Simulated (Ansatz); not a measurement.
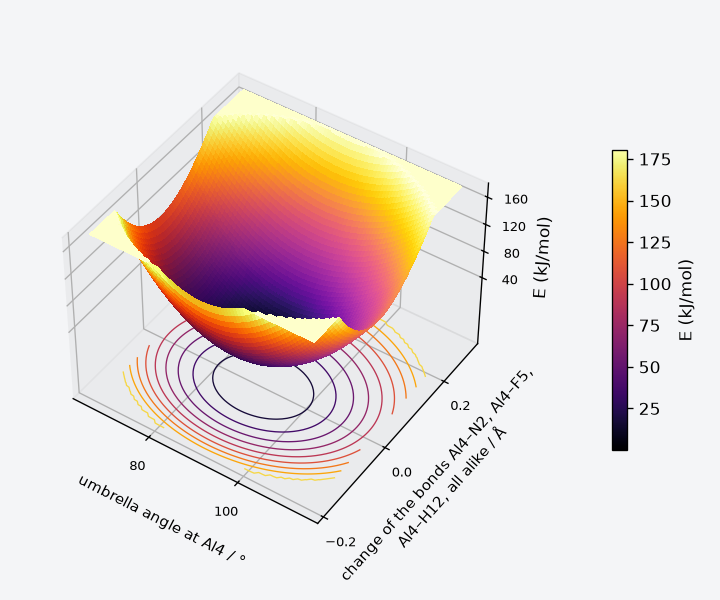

Energy landscape of C2H7AlFN, SMILES C[N](C)[AlH][F]. 
- First axis: umbrella angle at Al4 (between each of its bonds and their common axis; 90 is planar). Second axis: change of the bonds Al4–N2, Al4–F5, Al4–H12, all alike.
- Nothing is relaxed (all other coordinates rigid).
- The grid has 11 × 11 points.
- Points are written as (first, second).
- Energies are in kJ/mol, from the relaxed molecule at the same level.
- The calculation used Ansatz 0.2.0, RKS PBE0-D4/def2-SVP.

In the figure: a relief with its contours projected below, any walls above the top of the colour scale cut off. Between grid points the surface is interpolated. 

Where are the wells?

The lowest grid point is at (90.0°, 0.003 Å), 0.03 kJ/mol from the relaxed molecule at the same level. It is the only kind of minimum in the scanned range. The highest grid point, (66.0°, −0.184 Å), lies 303 kJ/mol above the lowest. Round the minimum the two coordinates are nearly uncoupled.

The values on the grid:

| second ↓, first → | 66.0 | 70.8 | 75.6 | 80.4 | 85.2 | 90.0 | 94.8 | 99.6 | 104.4 | 109.2 | 114.0 |
| --- | --- | --- | --- | --- | --- | --- | --- | --- | --- | --- | --- |
| 0.284 | 260 | 234 | 213 | 198 | 189 | 186 | 189 | 198 | 213 | 234 | 260 |
| 0.237 | 219 | 190 | 167 | 151 | 141 | 138 | 141 | 151 | 167 | 190 | 219 |
| 0.191 | 182 | 151 | 127 | 110 | 99 | 96 | 99 | 110 | 127 | 151 | 182 |
| 0.144 | 151 | 118 | 92 | 73 | 62 | 58 | 62 | 73 | 92 | 118 | 151 |
| 0.097 | 127 | 92 | 64 | 44 | 32 | 28 | 32 | 44 | 64 | 92 | 127 |
| 0.050 | 114 | 75 | 46 | 25 | 12 | 8 | 12 | 25 | 46 | 75 | 114 |
| 0.003 | 112 | 71 | 40 | 18 | 4 | 0 | 4 | 18 | 40 | 71 | 112 |
| −0.043 | 126 | 82 | 49 | 26 | 12 | 7 | 12 | 26 | 49 | 82 | 126 |
| −0.090 | 159 | 113 | 77 | 53 | 38 | 33 | 38 | 53 | 77 | 113 | 159 |
| −0.137 | 216 | 167 | 129 | 103 | 87 | 82 | 87 | 103 | 129 | 167 | 216 |
| −0.184 | 303 | 250 | 210 | 183 | 166 | 160 | 166 | 183 | 210 | 250 | 303 |

The whole map (121 points run) took 9.7 min on 1 thread of Arm Neoverse V2, with other jobs on the host.
